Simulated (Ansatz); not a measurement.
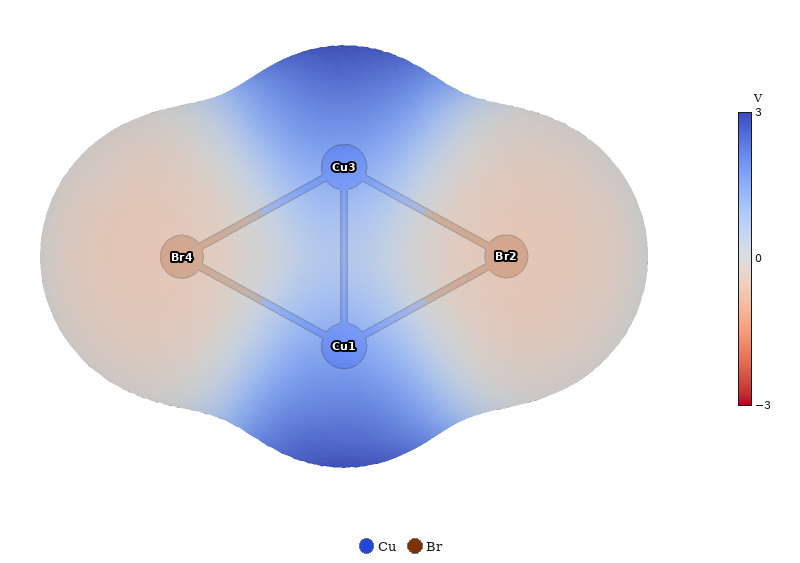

Figure. Br2Cu2 ((CuBr)2 ring). The molecular electrostatic potential painted on the density surface at 0.004 e/bohr³, seen across its widest extent; the colour scale runs from red (negative) to blue (positive).

Geometry: r2SCAN-D4/def2-SVP; not at a stationary point (largest force 0.8 eV/Å).

Level of theory: RKS PBE0-D4/def2-TZVP in Ansatz 0.2.0.

**Describe the electrostatic potential map.**

The most negative region (about −0.5 V, or −12 kcal/mol for a unit charge) lies over Br2 and Br4, the most positive (about +2.9 V, or +67 kcal/mol for a unit charge) over Cu1 and Cu3.
